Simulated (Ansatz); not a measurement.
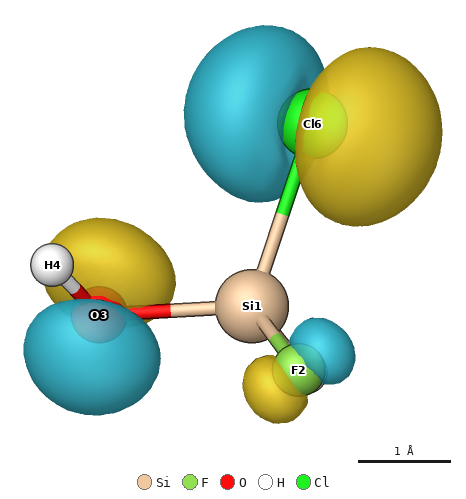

Figure. ClFH2OSi. One frontier orbital at ±0.15 Å⁻³ᐟ² (yellow and cyan are the two phases), seen across its widest extent.

All numbers below come from Ansatz 0.2.0, RKS BLYP/cc-pVDZ.

The calculation's input:

```
crystal:
  periodic: [false, false, false]
  atoms:
    - { symbol: Si, position_ang: [-0.302275, -0.548091, 0.62526] }
    - { symbol: F, position_ang: [0.406552, 1.449641, -1.455961] }
    - { symbol: O, position_ang: [0.24302, -1.358559, -0.600379] }
    - { symbol: H, position_ang: [0.564745, 0.581025, -1.725672] }
    - { symbol: H, position_ang: [-1.704184, -0.077497, 0.834123] }
    - { symbol: Cl, position_ang: [0.792242, -0.046519, 2.322628] }
basis:
  gaussian: { orbitals: cc-pVDZ }
hamiltonian:
  xc: blyp
relax:
  f_tol: 0.03
  max_steps: 50
output:
  orbitals: {}
```

Command:

```sh
ansatz run input.yaml --threads 2 --pin off --max-ram 3072MiB --backend cpu --events-out ev --progress --plain --runs-dir out
```

The fields are those of the relaxed geometry.

Question: Which orbital is it: HOMO or LUMO?

Answer: The HOMO, at −7.56 eV. By Hirshfeld shares it lies mainly on Cl6 (about 55 %) and O3 (about 30 %).
